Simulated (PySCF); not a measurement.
## Atomic calculation, with input and output: Cs⁺

System: Cs⁺, configuration 1s2 2s2 2p6 3s2 3p6 3d10 4s2 4p6 4d10 5s2 5p6, multiplicity 1.
Method: unrestricted HF, aug-cc-pwCVTZ-X2C, spin-free X2C-1e, Gaussian nucleus (PySCF).

Log (extracts):
```
damping factor = 0
level_shift factor = 0
DIIS = <class 'pyscf.scf.diis.CDIIS'>
diis_start_cycle = 1
diis_space = 10
diis_damp = 0
SCF conv_tol = 1e-09
SCF conv_tol_grad = None
number electrons alpha = 27  beta = 27
cycle= 1 E= -7782.97523739132  delta_E= -4.55e-11  |g|= 1.65e-06  |ddm|= 3.57e-05
converged SCF energy = -7782.97523739132  <S^2> = -2.4868996e-14  2S+1 = 1
```

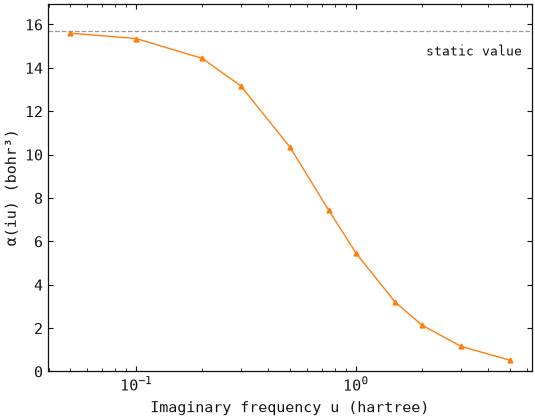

Figure 1. Dipole polarisability at imaginary frequency of Cs⁺ ([Xe]). Coupled response at the HF level; PySCF, aug-cc-pwCVTZ-X2C, spin-free X2C-1e, unrestricted single determinants, no spin-orbit coupling. The static dipole polarisability is 15.7 bohr³; α(iu) falls to half of it near u = 0.71 hartree. The Casimir–Polder integral gives C₆ = 134 hartree bohr⁶ for two such species.

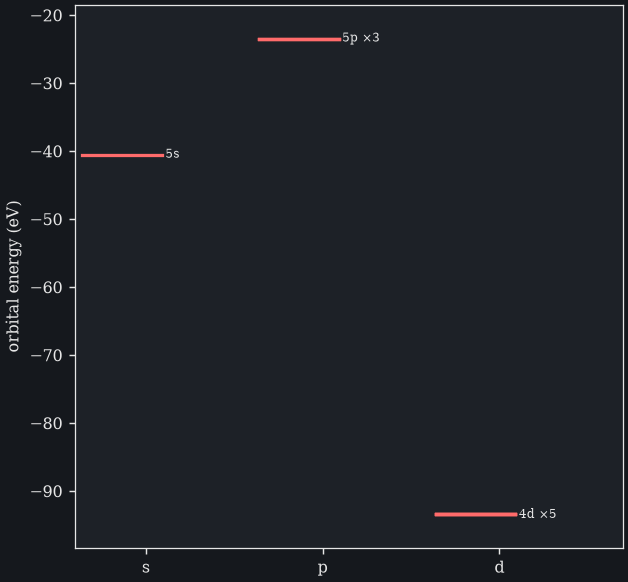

Figure 2. Orbital energies of the mean field, from the top down to −93.4 eV, by angular momentum; ×n counts the orbitals under one label. The highest filled orbital is 5p at −23.4 eV, the lowest empty one s at −3.46 eV.

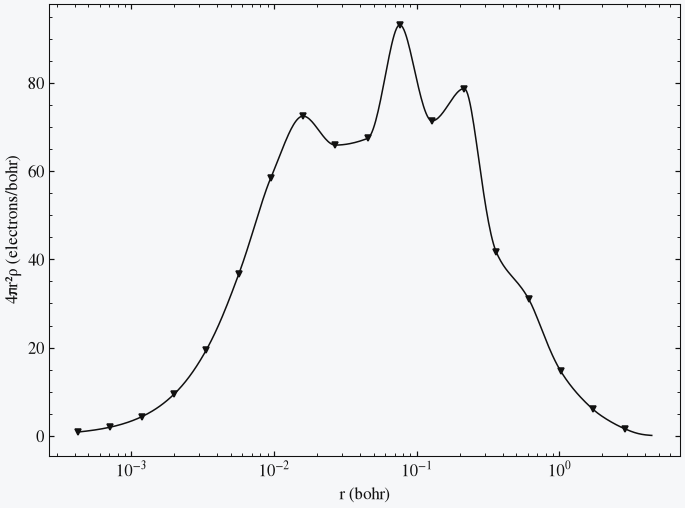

Figure 3. Spherically averaged radial density 4πr²ρ of the mean field; markers are the stored points, which are sparse, and the line is a monotone interpolation between them. The largest stored value is 93.1 electrons/bohr at r = 0.076 bohr. Root-mean-square radii of the shells: 3p 0.318, 4s 0.738, 4p 0.787, 4d 0.902, 5s 1.88, 5p 2.21 bohr.

The input:
```python
from pyscf import gto, scf, dft, mp, cc
import basis_set_exchange as bse
mol = gto.M(atom="Cs 0 0 0", charge=1, spin=0, symmetry="D2h",
            basis=gto.basis.parse(bse.get_basis("aug-cc-pwCVTZ-X2C", elements=["Cs"], fmt="nwchem")),
            nucmod="G")
mf = scf.UHF(mol).sfx2c1e()
mf.irrep_nelec = {'Ag': (9, 9), 'B1g': (2, 2), 'B2g': (2, 2), 'B3g': (2, 2), 'B1u': (4, 4), 'B2u': (4, 4), 'B3u': (4, 4)}
mf.kernel()
```

The script is an equivalent of what the driver set up; the driver started from orbitals of its own, so the log can be shorter than this script's would be, and it computed the properties (radii, ⟨L²⟩, response) afterwards. It held the occupations shell by shell, which the script's counts by irreducible representation don't always enforce.

Key numbers:

- outcome: converged
- total energy: −7782.9752 hartree
- static polarisability: 15.7 bohr³
- C₆ of the like pair: 134 hartree bohr⁶
- SCF iterations: 1
- hardware: 1 CPU thread, shared host
- CPU time: 11 s (integrals apart)

Remarks:

Radii and densities are those of the two-component orbitals, without the picture-change correction, so the innermost s shells come out slightly too small (about 1 % for 1s near Z = 40, more for heavier atoms).
